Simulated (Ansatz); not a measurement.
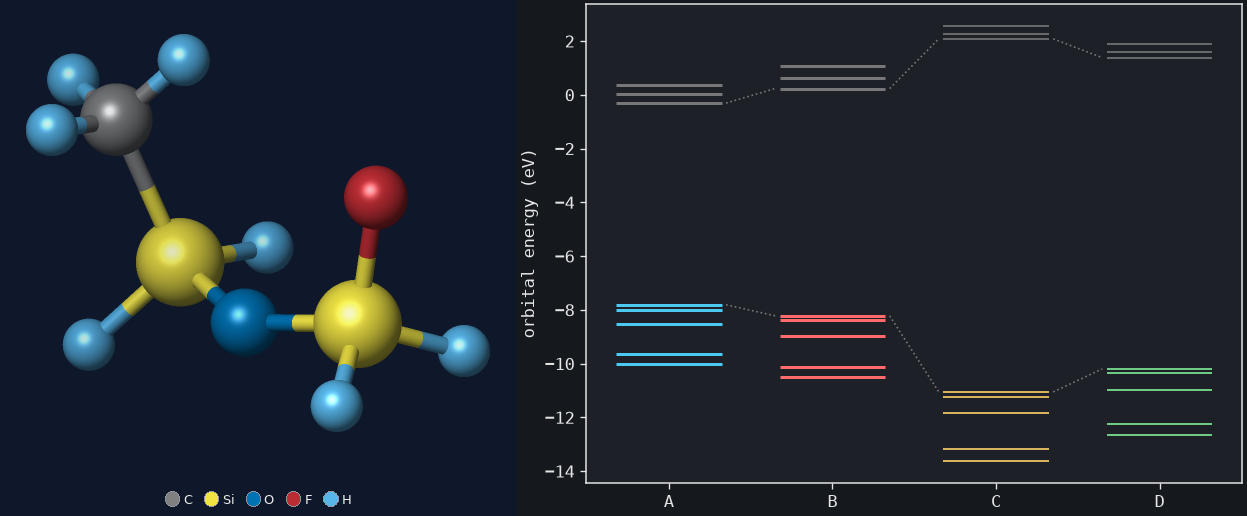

Frontier orbital energies of CH₇FOSi₂, SMILES C[SiH2]O[SiH2]F at one geometry, def2-TZVPP, the Ansatz code, at a PBE0-D4/def2-TZVP geometry (a minimum by its frequencies). Empty levels are grey, levels within 0.1 eV stand side by side; all columns show the same few orbitals around the gap. Dotted lines join the HOMOs and the LUMOs.

### The columns come from B97M-V, CAM-B3LYP, r2SCANh and ωB97M-V. Which is which?

A: B97M-V (HOMO −7.81, LUMO −0.31, separation 7.50 eV)
B: r2SCANh (HOMO −8.22, LUMO 0.23, separation 8.45 eV)
C: ωB97M-V (HOMO −11.05, LUMO 2.08, separation 13.13 eV)
D: CAM-B3LYP (HOMO −10.19, LUMO 1.38, separation 11.58 eV)

Limits of at least one run: empty levels above zero depend strongly on the basis; one conformer of a flexible molecule.
